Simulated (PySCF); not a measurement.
# Y2S3: other functionals and bases at one geometry

How far do other levels of theory move the description of Y2S3, and what does each cost? The species was built from a template and needn't be a known compound.

Computed with PySCF 2.14.0. Level: several levels, as the steps say, no spin–orbit coupling.

4 further runs of the same task are left out: 2 for a known fault of the program, 1 that didn't finish, 1 set aside as unsound or not needed. Runs told in other sessions of the task aren't counted.

## 1. Starting geometry

5 atoms, charge 0, spin multiplicity 1.

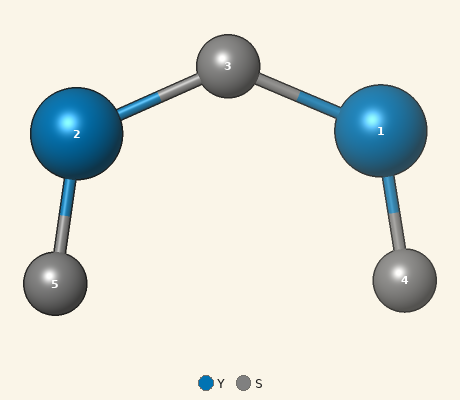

The structure; yttrium blue, sulfur grey; atoms are numbered from 1 in the order of the file.

Geometry (Å):

```
atom    x (Å)    y (Å)    z (Å)
  Y1   0.6217  -0.1527   2.3398
  Y2   0.6217  -0.1527  -2.3398
  S3   1.6017  -0.3933   0.0000
  S4  -1.6011   0.3931   2.6880
  S5  -1.6011   0.3931  -2.6880
```

Formal oxidation states: Y +3. An earlier session relaxed this geometry at TPSS, Y def2-SVP with ECP28, S def2-SVP (singlet, point group C2v).

At TPSS on the finer grid: E = -1271.088579 Eh, HOMO -4.71 eV, LUMO -2.96 eV, Mulliken charge on Y1 +0.63 e, largest force component 0.019 eV/Å. 

Levels to run: wB97X; BLYP; BP86; r2SCAN; TPSS, TZVP; TPSS, x2c-SVP. Hardware: 2 threads of Arm Neoverse V1, shared host.

## 2. wB97X

File run.py (the lines that set the calculation):

```python
mol = gto.M(atom='''
Y      0.62173    -0.15266     2.33983
Y      0.62173    -0.15266    -2.33983
S      1.60169    -0.39328     0.00000
S     -1.60113     0.39314     2.68802
S     -1.60113     0.39314    -2.68802''',
    basis={'Y': 'def2-SVP', 'S': 'def2-SVP'},
    ecp={'Y': 'def2-SVP'},
    charge=0, spin=0)
mf = dft.RKS(mol, xc='WB97X')
mf.grids.atom_grid = (75, 302)
mf = mf.density_fit()  # fitting sets: Y def2-universal-JKFIT, S def2-universal-JKFIT
mf.conv_tol = 1e-08; mf.max_cycle = 55
mf.kernel(dm0)  # dm0: the density of the relaxed state
```

Run with:

```bash
> OMP_NUM_THREADS=2 python run.py
```

The log of the run:

```text
init E= -1270.97557798284
  HOMO = -0.290314231136629  LUMO = -0.0286846601536949  gap/eV = 7.11930
cycle= 1 E= -1270.98469551095  delta_E= -0.00912  |g|= 0.0879  |ddm|= 0.334
  HOMO = -0.275460114180494  LUMO = -0.0373181970285375  gap/eV = 6.48017
cycle= 2 E= -1270.98485760258  delta_E= -0.000162  |g|= 0.0882  |ddm|= 0.262
  HOMO = -0.28502840647182  LUMO = -0.0327361894630479  gap/eV = 6.86522
cycle= 3 E= -1270.98762350245  delta_E= -0.00277  |g|= 0.0133  |ddm|= 0.139
  HOMO = -0.284163007551368  LUMO = -0.0332531776399379  gap/eV = 6.82760
cycle= 4 E= -1270.98773978684  delta_E= -0.000116  |g|= 0.00541  |ddm|= 0.0322
  HOMO = -0.28425761052193  LUMO = -0.0332378722818137  gap/eV = 6.83059
cycle= 5 E= -1270.98776427206  delta_E= -2.45e-05  |g|= 0.00144  |ddm|= 0.015
  HOMO = -0.284222804598977  LUMO = -0.0332634704497596  gap/eV = 6.82895
cycle= 6 E= -1270.98776989784  delta_E= -5.63e-06  |g|= 0.000651  |ddm|= 0.0087
  HOMO = -0.284264207340355  LUMO = -0.0332716031588509  gap/eV = 6.82986
cycle= 7 E= -1270.98777107519  delta_E= -1.18e-06  |g|= 0.000244  |ddm|= 0.00451
  HOMO = -0.284237103343787  LUMO = -0.0332615065972892  gap/eV = 6.82939
cycle= 8 E= -1270.98777125132  delta_E= -1.76e-07  |g|= 9.56e-05  |ddm|= 0.00176
  HOMO = -0.284241563229971  LUMO = -0.0332620653450248  gap/eV = 6.82950
cycle= 9 E= -1270.98777127791  delta_E= -2.66e-08  |g|= 3.3e-05  |ddm|= 0.000686
  HOMO = -0.284240071517931  LUMO = -0.0332593093356234  gap/eV = 6.82953
cycle= 10 E= -1270.98777128038  delta_E= -2.47e-09  |g|= 1.34e-05  |ddm|= 0.000166
  HOMO = -0.284239715290439  LUMO = -0.0332585623334054  gap/eV = 6.82955
Extra cycle  E= -1270.98777128064  delta_E= -2.6e-10  |g|= 9.11e-06  |ddm|= 4.24e-05
converged SCF energy = -1270.98777128064
```

It took 9 s on 2 threads of Arm Neoverse V1, shared host.

Result: E = -1270.987771 Eh, HOMO -7.73 eV, LUMO -0.91 eV, Mulliken charge on Y1 +0.66 e, largest force component 0.691 eV/Å. 

## 3. BLYP

run.py (the lines that set the calculation): that of step 2 with these lines changed.

```diff
@@ -9,3 +9,3 @@
     charge=0, spin=0)
-mf = dft.RKS(mol, xc='WB97X')
+mf = dft.RKS(mol, xc='BLYP')
 mf.grids.atom_grid = (75, 302)
```

Run with:

```bash
> OMP_NUM_THREADS=2 python run.py
```

The log of the run:

```text
init E= -1270.94153384467
  HOMO = -0.160023070435757  LUMO = -0.117719941676682  gap/eV = 1.15113
cycle= 1 E= -1270.94028033867  delta_E= 0.00125  |g|= 0.111  |ddm|= 0.471
  HOMO = -0.18027928918139  LUMO = -0.106037309854873  gap/eV = 2.02023
cycle= 2 E= -1270.87897557651  delta_E= 0.0613  |g|= 0.398  |ddm|= 0.761
  HOMO = -0.164322529373309  LUMO = -0.115394605579444  gap/eV = 1.33140
cycle= 3 E= -1270.94516583614  delta_E= -0.0662  |g|= 0.0251  |ddm|= 0.587
  HOMO = -0.16496149895191  LUMO = -0.115906647483073  gap/eV = 1.33485
cycle= 4 E= -1270.94531436314  delta_E= -0.000149  |g|= 0.0145  |ddm|= 0.0531
  HOMO = -0.164731620437816  LUMO = -0.116167681126819  gap/eV = 1.32149
cycle= 5 E= -1270.94538674819  delta_E= -7.24e-05  |g|= 0.00441  |ddm|= 0.0252
  HOMO = -0.164830750220652  LUMO = -0.116136272763059  gap/eV = 1.32504
cycle= 6 E= -1270.94539278714  delta_E= -6.04e-06  |g|= 0.00178  |ddm|= 0.00513
  HOMO = -0.164795871894747  LUMO = -0.116081250682053  gap/eV = 1.32559
cycle= 7 E= -1270.94539357329  delta_E= -7.86e-07  |g|= 0.00114  |ddm|= 0.00275
  HOMO = -0.16479561646382  LUMO = -0.116068083831089  gap/eV = 1.32594
cycle= 8 E= -1270.94539404305  delta_E= -4.7e-07  |g|= 0.000335  |ddm|= 0.00153
  HOMO = -0.16481838179242  LUMO = -0.116069821800833  gap/eV = 1.32652
cycle= 9 E= -1270.9453940878  delta_E= -4.47e-08  |g|= 3.17e-05  |ddm|= 0.000509
  HOMO = -0.164818468866266  LUMO = -0.116069015104562  gap/eV = 1.32654
cycle= 10 E= -1270.9453940882  delta_E= -3.97e-10  |g|= 5.33e-06  |ddm|= 4.96e-05
  HOMO = -0.16481946668298  LUMO = -0.116069082744646  gap/eV = 1.32657
Extra cycle  E= -1270.94539408816  delta_E= 4.14e-11  |g|= 1.21e-05  |ddm|= 2.46e-05
converged SCF energy = -1270.94539408816
```

Wall time 6.8 s (2 threads of Arm Neoverse V1, shared host).

Read off: E = -1270.945394 Eh, HOMO -4.48 eV, LUMO -3.16 eV, Mulliken charge on Y1 +0.48 e, largest force component 0.299 eV/Å. 

## 4. BP86

run.py (the lines that set the calculation): that of step 3 with these lines changed.

```diff
@@ -9,3 +9,3 @@
     charge=0, spin=0)
-mf = dft.RKS(mol, xc='BLYP')
+mf = dft.RKS(mol, xc='B88,P86')
 mf.grids.atom_grid = (75, 302)
```

Run with:

```bash
> OMP_NUM_THREADS=2 python run.py
```

The log of the run:

```text
init E= -1271.24923457978
  HOMO = -0.172638371811521  LUMO = -0.115795031330577  gap/eV = 1.54679
cycle= 1 E= -1271.24563064529  delta_E= 0.0036  |g|= 0.115  |ddm|= 0.33
  HOMO = -0.18876677068792  LUMO = -0.102609078802352  gap/eV = 2.34447
cycle= 2 E= -1271.18575309056  delta_E= 0.0599  |g|= 0.395  |ddm|= 0.731
  HOMO = -0.173624625182663  LUMO = -0.112307721089039  gap/eV = 1.66852
cycle= 3 E= -1271.25058203043  delta_E= -0.0648  |g|= 0.0271  |ddm|= 0.584
  HOMO = -0.175003070913624  LUMO = -0.112830541389598  gap/eV = 1.69180
cycle= 4 E= -1271.25081196282  delta_E= -0.00023  |g|= 0.0103  |ddm|= 0.0502
  HOMO = -0.175103043278464  LUMO = -0.11324276549847  gap/eV = 1.68330
cycle= 5 E= -1271.25084473728  delta_E= -3.28e-05  |g|= 0.00397  |ddm|= 0.0175
  HOMO = -0.17507329753966  LUMO = -0.113088563547473  gap/eV = 1.68669
cycle= 6 E= -1271.25085057468  delta_E= -5.84e-06  |g|= 0.00117  |ddm|= 0.00495
  HOMO = -0.175087639125028  LUMO = -0.113084685045304  gap/eV = 1.68719
cycle= 7 E= -1271.25085090413  delta_E= -3.29e-07  |g|= 0.000643  |ddm|= 0.00159
  HOMO = -0.175111499421934  LUMO = -0.113080423890179  gap/eV = 1.68795
cycle= 8 E= -1271.2508510653  delta_E= -1.61e-07  |g|= 0.000106  |ddm|= 0.000792
  HOMO = -0.175110561452424  LUMO = -0.113077069653619  gap/eV = 1.68802
cycle= 9 E= -1271.25085106977  delta_E= -4.48e-09  |g|= 1.94e-05  |ddm|= 0.000139
  HOMO = -0.17511413042149  LUMO = -0.113076634391287  gap/eV = 1.68813
Extra cycle  E= -1271.25085106879  delta_E= 9.8e-10  |g|= 5.43e-05  |ddm|= 9.66e-05
converged SCF energy = -1271.25085106879
```

Wall time 6.5 s (2 threads of Arm Neoverse V1, shared host).

It gives: E = -1271.250851 Eh, HOMO -4.77 eV, LUMO -3.08 eV, Mulliken charge on Y1 +0.53 e, largest force component 0.067 eV/Å. 

## 5. r2SCAN

run.py (the lines that set the calculation): that of step 4 with these lines changed.

```diff
@@ -9,3 +9,3 @@
     charge=0, spin=0)
-mf = dft.RKS(mol, xc='B88,P86')
+mf = dft.RKS(mol, xc='R2SCAN')
 mf.grids.atom_grid = (75, 302)
```

Run with:

```bash
> OMP_NUM_THREADS=2 python run.py
```

The log of the run:

```text
init E= -1270.97695080359
  HOMO = -0.179006774393072  LUMO = -0.101433005472245  gap/eV = 2.11089
cycle= 1 E= -1270.97795044777  delta_E= -0.001  |g|= 0.0195  |ddm|= 0.163
  HOMO = -0.175010237447168  LUMO = -0.102789530256897  gap/eV = 1.96523
cycle= 2 E= -1270.97643020509  delta_E= 0.00152  |g|= 0.0653  |ddm|= 0.114
  HOMO = -0.177598696885877  LUMO = -0.101252753499059  gap/eV = 2.07748
cycle= 3 E= -1270.97808821957  delta_E= -0.00166  |g|= 0.00591  |ddm|= 0.091
  HOMO = -0.177610818963778  LUMO = -0.101338926023821  gap/eV = 2.07546
cycle= 4 E= -1270.97809894751  delta_E= -1.07e-05  |g|= 0.00165  |ddm|= 0.00911
  HOMO = -0.177612392741375  LUMO = -0.101281488918104  gap/eV = 2.07707
cycle= 5 E= -1270.97809985439  delta_E= -9.07e-07  |g|= 0.00065  |ddm|= 0.00289
  HOMO = -0.177573812668662  LUMO = -0.101254448749208  gap/eV = 2.07676
cycle= 6 E= -1270.97809999116  delta_E= -1.37e-07  |g|= 0.000157  |ddm|= 0.001
  HOMO = -0.177585745226015  LUMO = -0.101264476276182  gap/eV = 2.07681
cycle= 7 E= -1270.97809999997  delta_E= -8.8e-09  |g|= 4.67e-05  |ddm|= 0.000259
  HOMO = -0.177582047887222  LUMO = -0.101266604226323  gap/eV = 2.07665
Extra cycle  E= -1270.97809999062  delta_E= 9.35e-09  |g|= 0.000162  |ddm|= 0.000279
converged SCF energy = -1270.97809999062
```

Wall time 7.5 s (2 threads of Arm Neoverse V1, shared host).

Read off: E = -1270.978100 Eh, HOMO -4.83 eV, LUMO -2.76 eV, Mulliken charge on Y1 +0.65 e, largest force component 0.211 eV/Å. 

## 6. TPSS, TZVP

Basis: Y def2-TZVP with ECP28, S def2-TZVP. 

File run.py (the lines that set the calculation):

```python
mol = gto.M(atom='''
Y      0.62173    -0.15266     2.33983
Y      0.62173    -0.15266    -2.33983
S      1.60169    -0.39328     0.00000
S     -1.60113     0.39314     2.68802
S     -1.60113     0.39314    -2.68802''',
    basis={'Y': 'def2-TZVP', 'S': 'def2-TZVP'},
    ecp={'Y': 'def2-TZVP'},
    charge=0, spin=0)
mf = dft.RKS(mol, xc='TPSS')
mf.grids.atom_grid = (75, 302)
mf = mf.density_fit()  # fitting sets: Y def2-universal-JKFIT, S def2-universal-JKFIT
mf.conv_tol = 1e-08; mf.max_cycle = 55
mf.kernel(dm0)  # dm0: free metal ions and neutral atoms
```

Run with:

```bash
> OMP_NUM_THREADS=2 python run.py
```

The log of the run:

```text
init E= -1298.95840083765
  HOMO = -0.133260976970157  LUMO = -0.124238704387662  gap/eV = 0.24551
cycle= 1 E= -1269.35592371355  delta_E= 29.6  |g|= 3.84  |ddm|= 3.42
  HOMO = -0.22034762183035  LUMO = -0.10895431928101  gap/eV = 3.03117
cycle= 2 E= -1267.69077433844  delta_E= 1.67  |g|= 3.94  |ddm|= 5.26
  HOMO = -0.156911968637616  LUMO = -0.113990652602815  gap/eV = 1.16795
cycle= 3 E= -1271.24891633665  delta_E= -3.56  |g|= 0.891  |ddm|=    4
  HOMO = -0.179839943768595  LUMO = -0.0834972365788791  gap/eV = 2.62162
cycle= 4 E= -1271.29567830642  delta_E= -0.0468  |g|= 0.71  |ddm|= 1.39
  HOMO = -0.173124222265227  LUMO = -0.119238128924273  gap/eV = 1.46632
cycle= 5 E= -1271.48406760741  delta_E= -0.188  |g|= 0.225  |ddm|= 0.909
  HOMO = -0.177044443984609  LUMO = -0.109372038945921  gap/eV = 1.84146
cycle= 6 E= -1271.49879750372  delta_E= -0.0147  |g|= 0.133  |ddm|= 0.285
  HOMO = -0.171809414913064  LUMO = -0.109347098652892  gap/eV = 1.69969
cycle= 7 E= -1271.50464576187  delta_E= -0.00585  |g|= 0.0155  |ddm|= 0.133
  HOMO = -0.17333765590019  LUMO = -0.109321063442147  gap/eV = 1.74198
cycle= 8 E= -1271.50470902018  delta_E= -6.33e-05  |g|= 0.00671  |ddm|= 0.0227
  HOMO = -0.173000263465233  LUMO = -0.109386040477925  gap/eV = 1.73103
cycle= 9 E= -1271.50472443975  delta_E= -1.54e-05  |g|= 0.00176  |ddm|= 0.00736
  HOMO = -0.173021790320365  LUMO = -0.109403238263565  gap/eV = 1.73115
cycle= 10 E= -1271.50472534807  delta_E= -9.08e-07  |g|= 0.000348  |ddm|= 0.00165
  HOMO = -0.17302188493015  LUMO = -0.109411413631091  gap/eV = 1.73093
cycle= 11 E= -1271.50472538646  delta_E= -3.84e-08  |g|= 0.000114  |ddm|= 0.00044
  HOMO = -0.173031147341821  LUMO = -0.109410573689271  gap/eV = 1.73120
cycle= 12 E= -1271.50472539068  delta_E= -4.22e-09  |g|= 1.96e-05  |ddm|= 0.00013
  HOMO = -0.173026547125712  LUMO = -0.10940985614442  gap/eV = 1.73110
Extra cycle  E= -1271.50472539022  delta_E= 4.59e-10  |g|= 4.16e-05  |ddm|= 5.95e-05
converged SCF energy = -1271.50472539022
```

Run time: 20 s. Hardware: 2 threads of Arm Neoverse V1, shared host.

It gives: E = -1271.504725 Eh, HOMO -4.71 eV, LUMO -2.98 eV, Mulliken charge on Y1 +0.98 e, largest force component 0.061 eV/Å. 

## 7. TPSS, x2c-SVP

Basis: Y x2c-SVPall, S x2c-SVPall. All electrons are treated, with the spin-free X2C Hamiltonian.

File run.py (the lines that set the calculation):

```python
mol = gto.M(atom='''
Y      0.62173    -0.15266     2.33983
Y      0.62173    -0.15266    -2.33983
S      1.60169    -0.39328     0.00000
S     -1.60113     0.39314     2.68802
S     -1.60113     0.39314    -2.68802''',
    basis={'Y': 'x2c-SVPall', 'S': 'x2c-SVPall'},
    nucmod='G',
    charge=0, spin=0)
mf = dft.RKS(mol, xc='TPSS')
mf.grids.atom_grid = (99, 590)
mf = mf.density_fit()  # fitting sets: Y AutoAux, S AutoAux
mf = mf.sfx2c1e()
mf.conv_tol = 1e-08; mf.max_cycle = 55
mf.kernel(dm0)  # dm0: free metal ions and neutral atoms
```

Run with:

```bash
> OMP_NUM_THREADS=2 python run.py
```

The log of the run:

```text
init E= -7995.21433551246
  HOMO = -0.128748847104027  LUMO = -0.122387189702138  gap/eV = 0.17311
cycle= 1 E= -7964.42471387689  delta_E= 30.8  |g|= 3.03  |ddm|= 4.59
  HOMO = -0.218518918298999  LUMO = -0.102862950192154  gap/eV = 3.14716
cycle= 2 E= -7963.02927247162  delta_E=  1.4  |g|= 3.31  |ddm|= 7.32
  HOMO = -0.188463268305766  LUMO = -0.0993942948836968  gap/eV = 2.42369
cycle= 3 E= -7966.83227545482  delta_E= -3.8  |g|= 0.368  |ddm|=  5.1
  HOMO = -0.137811441738938  LUMO = -0.118048788958181  gap/eV = 0.53777
cycle= 4 E= -7966.4611651153  delta_E= 0.371  |g|= 1.08  |ddm|= 1.74
  HOMO = -0.162518706438974  LUMO = -0.108882152860055  gap/eV = 1.45952
cycle= 5 E= -7966.87443584539  delta_E= -0.413  |g|= 0.152  |ddm|= 1.11
  HOMO = -0.173591188895824  LUMO = -0.111575918345782  gap/eV = 1.68752
cycle= 6 E= -7966.87972434846  delta_E= -0.00529  |g|= 0.0799  |ddm|= 0.162
  HOMO = -0.172830409233924  LUMO = -0.108271647520416  gap/eV = 1.75673
cycle= 7 E= -7966.88233878278  delta_E= -0.00261  |g|= 0.0118  |ddm|=  0.1
  HOMO = -0.173693838766944  LUMO = -0.108217897578977  gap/eV = 1.78169
cycle= 8 E= -7966.88238130514  delta_E= -4.25e-05  |g|= 0.00364  |ddm|= 0.02
  HOMO = -0.173726584889768  LUMO = -0.108343172651864  gap/eV = 1.77917
cycle= 9 E= -7966.88238518071  delta_E= -3.88e-06  |g|= 0.000957  |ddm|= 0.00497
  HOMO = -0.17371431815997  LUMO = -0.108327867878318  gap/eV = 1.77926
cycle= 10 E= -7966.88238543465  delta_E= -2.54e-07  |g|= 0.000222  |ddm|= 0.00125
  HOMO = -0.173693131077666  LUMO = -0.108323711561606  gap/eV = 1.77879
cycle= 11 E= -7966.88238545044  delta_E= -1.58e-08  |g|= 3.3e-05  |ddm|= 0.000324
  HOMO = -0.173692195858316  LUMO = -0.108322746307147  gap/eV = 1.77879
cycle= 12 E= -7966.88238545068  delta_E= -2.33e-10  |g|= 1.83e-05  |ddm|= 5.08e-05
  HOMO = -0.173690732991519  LUMO = -0.108325286429452  gap/eV = 1.77868
Extra cycle  E= -7966.88238544926  delta_E= 1.42e-09  |g|= 6.41e-05  |ddm|= 9.89e-05
converged SCF energy = -7966.88238544926
```

It took 35 s on 2 threads of Arm Neoverse V1, shared host.

Read off: E = -7966.882385 Eh, HOMO -4.73 eV, LUMO -2.95 eV, Mulliken charge on Y1 +0.57 e, largest force component 0.128 eV/Å. 

## 8. Results

| level | state | HOMO (eV) | gap (eV) | charge on Y1 (e) | dipole (D) | largest force component (eV/Å) | basis functions | time |
| --- | --- | --- | --- | --- | --- | --- | --- | --- |
| TPSS (relaxed here) | singlet | -4.71 | 1.76 | 0.63 | 11.86 | 0.02 | 116 | 25 s |
| wB97X | singlet | -7.73 | 6.83 | 0.66 | 13.46 | 0.69 | 116 | 9 s |
| BLYP | singlet | -4.48 | 1.33 | 0.48 | 10.88 | 0.30 | 116 | 6.8 s |
| BP86 | singlet | -4.77 | 1.69 | 0.53 | 11.21 | 0.07 | 116 | 6.5 s |
| r2SCAN | singlet | -4.83 | 2.08 | 0.65 | 12.25 | 0.21 | 116 | 7.5 s |
| TPSS, TZVP | singlet | -4.71 | 1.73 | 0.98 | 12.23 | 0.06 | 191 | 20 s |
| TPSS, x2c-SVP | singlet | -4.73 | 1.78 | 0.57 | 11.80 | 0.13 | 160 | 35 s |

Times are on 2 threads of Arm Neoverse V1, shared host; the first row also made further properties.

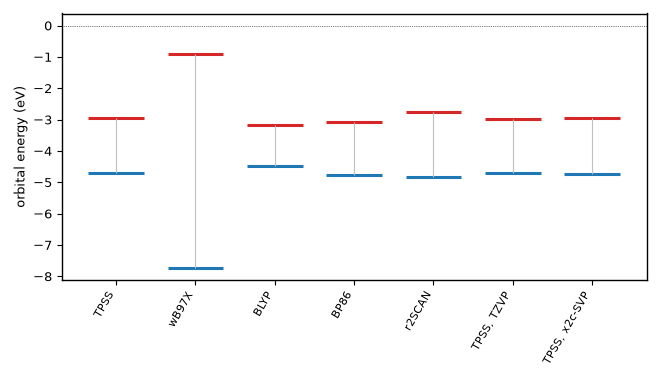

Highest filled and lowest empty level, method by method.

In one basis the HOMO–LUMO gap runs from 1.33 eV (BLYP) to 6.83 eV (wB97X). The largest leftover force, 0.69 eV/Å with wB97X, stands at a geometry relaxed at another level. The Mulliken charge on Y spans +0.48 to +0.98 e over the levels. Total energies of different levels can't be compared. Spin–orbit coupling is left out throughout.
